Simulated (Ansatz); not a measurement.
**GeN2H4F2 (SMILES [NH2][Ge]([NH2])([F])[F]): CAM-B3LYP/6-31G(d) (spherical functions)**

What is the vertical ionisation energy of GeN2H4F2 at CAM-B3LYP/6-31G* (spherical functions)? 

The results are computed with Ansatz 0.2.0.

47 further runs of the same task are left out: 47 set aside as unsound or not needed. Runs told in other sessions of the task aren't counted.

## 1. Starting point

GeN2H4F2 has 9 atoms, charge 0, and is taken as a singlet. As SMILES, `[NH2][Ge]([NH2])([F])[F]`. The coordinates come from a PBE0-D4/def2-TZVP relaxation. This is one conformer, not always the lowest.

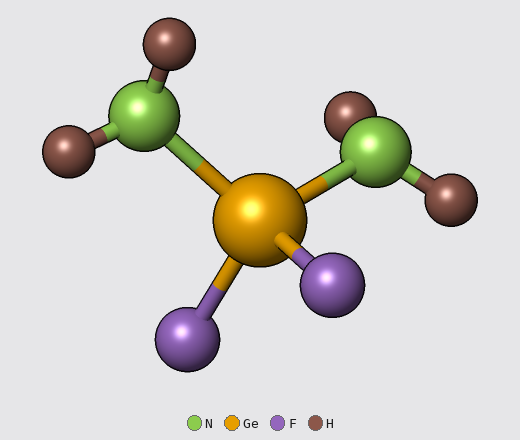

Viewed from a chosen angle; nitrogen green, germanium amber, fluorine purple, hydrogen brown.

## 2. The energy at CAM-B3LYP/6-31G(d) (spherical functions)

Contents of job.yaml:

```yaml
crystal:
  periodic: [false, false, false]
  atoms:
    - symbol: "N"
      position_ang: [-0.357200, 1.470600, -0.432900]
    - symbol: Ge
      position_ang: [0.131100, -0.254300, -0.371100]
    - symbol: N
      position_ang: [0.088800, -0.889600, 1.305800]
    - symbol: F
      position_ang: [-0.830100, -1.356500, -1.291000]
    - symbol: F
      position_ang: [1.658800, -0.315400, -1.175700]
    - symbol: H
      position_ang: [-1.289100, 1.676100, -0.105200]
    - symbol: H
      position_ang: [-0.173100, 1.942600, -1.305600]
    - symbol: H
      position_ang: [0.163500, -1.892200, 1.392000]
    - symbol: H
      position_ang: [0.695700, -0.427900, 1.966600]
basis:
  gaussian:
    orbitals: 6-31G_st_-spherical.json
total_charge: 0
accuracy: high
hamiltonian:
  xc: {name: CAM-B3LYP}
output: {orbitals: {seedname: orbitals}}
```

The basis set 6-31G* is read from a file made from the Basis Set Exchange's data (not shown).

Started as:

```sh
$ ansatz run job.yaml --threads 1 --pin off --max-ram 2610MiB --events-out events.jsonl --progress --plain --runs-dir runs
```

The log of the run:

```text
Warning: RAYON_NUM_THREADS=1 ignored (pool sized by the plan → 1); use --threads N
Functional definition: CAM-B3LYP
  name "CAM-B3LYP"
  parameter alpha = 0.19
  parameter beta = 0.46
  parameter omega = 0.33/bohr
  parameter ac = 0.81
  exchange = (1 - alpha - beta)*b88_x + beta*b88_x_sr(omega) + alpha*exact_x + beta*exact_x_lr(omega)
  correlation = (1 - ac)*vwn5_c + ac*lyp_c
2159 factors; integrals over basis functions are off by at most 4.3e-9 eV
424 factors; integrals over basis functions are off by at most 2.4e-9 eV
mean field evaluation 1: about -64983.2877 eV, gradient 7.2e1 eV
mean field evaluation 2: about -64980.9136 eV, gradient 8.3e1 eV
mean field evaluation 4: about -64992.4041 eV, gradient 1.7e0 eV
mean field evaluation 8: about -64992.5681 eV, gradient 1.5e-1 eV
mean field evaluation 16: about -64992.5682 eV, gradient 3.9e-5 eV
mean field -64992.56817687 eV, -2388.4328269551 hartree, gradient 4.1e-8 eV, S^2 0.000000; 0 other end points of the search recorded, 0 dependent functions left out
reference -64992.56819697 eV, -2388.4328276938 hartree; 34, 34 occupied and 62, 62 virtual orbitals, 2159 factors
Total energy: -64992.56819697 eV, -2388.4328276938 hartree
```

Wall time 14 s (1 thread of Arm Neoverse V1, shared host); peak memory 0.44 GiB.

## 3. The doublet cation

Contents of run.yaml:

```yaml
crystal:
  periodic: [false, false, false]
  atoms:
    - {symbol: "N", position_ang: [-0.357200, 1.470600, -0.432900]}
    - {symbol: Ge, position_ang: [0.131100, -0.254300, -0.371100]}
    - {symbol: N, position_ang: [0.088800, -0.889600, 1.305800]}
    - {symbol: F, position_ang: [-0.830100, -1.356500, -1.291000]}
    - {symbol: F, position_ang: [1.658800, -0.315400, -1.175700]}
    - {symbol: H, position_ang: [-1.289100, 1.676100, -0.105200]}
    - {symbol: H, position_ang: [-0.173100, 1.942600, -1.305600]}
    - {symbol: H, position_ang: [0.163500, -1.892200, 1.392000]}
    - {symbol: H, position_ang: [0.695700, -0.427900, 1.966600]}
basis:
  gaussian:
    orbitals: 6-31G_st_-spherical.json
total_charge: 1
magnetization:
  spin_polarized: true
  initial_magnetization: 1
hamiltonian:
  xc: {name: CAM-B3LYP}
accuracy: high
output:
  orbitals: {seedname: orbitals}
```

The basis set 6-31G* is read from a file made from the Basis Set Exchange's data (not shown).

Started as:

```sh
$ ansatz run run.yaml --threads 1 --pin off --max-ram 2610MiB --events-out events.jsonl --progress --plain --runs-dir runs
```

The log of the run (excerpt; [...] marks lines left out):

```text
Warning: RAYON_NUM_THREADS=1 ignored (pool sized by the plan → 1); use --threads N
[... 2 set-up lines as earlier in the session ...]
[...]
2159 factors; integrals over basis functions are off by at most 4.2e-9 eV
423 factors; integrals over basis functions are off by at most 2.4e-9 eV
[...]
mean field -64982.05719240 eV, -2388.0465554003 hartree, gradient 8.2e-8 eV, S^2 0.763559; 2 other end points of the search recorded, 0 dependent functions left out
reference -64982.05721227 eV, -2388.0465561305 hartree; 34, 33 occupied and 62, 63 virtual orbitals, 2159 factors
Total energy: -64982.05721227 eV, -2388.0465561305 hartree
```

It took 34 s on 1 thread of Arm Neoverse V1, shared host; peak memory 0.65 GiB.

## 4. What came out

At CAM-B3LYP/6-31G* (spherical functions):

```
                                          quantity           value
                    singlet GeN2H4F2: total energy  -2388.43283 Eh
                     singlet GeN2H4F2: HOMO energy        -9.39 eV
                     singlet GeN2H4F2: LUMO energy         1.43 eV
                   singlet GeN2H4F2: HOMO–LUMO gap        10.82 eV
                      doublet cation: total energy  -2388.04656 Eh
doublet cation: HOMO energy (highest over α and β)       -15.00 eV
 doublet cation: LUMO energy (lowest over α and β)       -11.64 eV
                              doublet cation: ⟨S²⟩           0.764
vertical ionisation energy (to the doublet cation)       10.511 eV
```

What this shows: The vertical ionisation energy comes to 10.51 eV (242 kcal/mol). The negative HOMO energy of the first species, 9.39 eV, lies 1.12 eV below that difference.
